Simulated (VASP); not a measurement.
Band structure of FeP2 (space group Pnnm). These are PBEsol GGA with spin-orbit coupling, VASP's PBE PAW potentials (set 64) (plane waves; VASP) values and carry that method's errors.

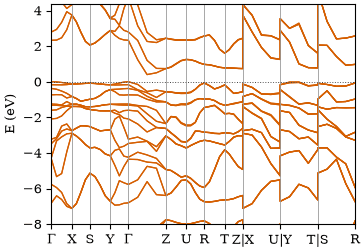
*Bands along high-symmetry lines, zero at the valence-band maximum or, without a gap, the Fermi level*

Read the plot: is there a gap, and where are the band edges?

The gap is indirect, 0.39 eV, from the valence maximum at Γ to the conduction minimum at (0.00, 0.00, 0.29).

The structure comes from a computed database's FeP2 entry (Pnnm); how it stands against other phases isn't given here. It was relaxed first.
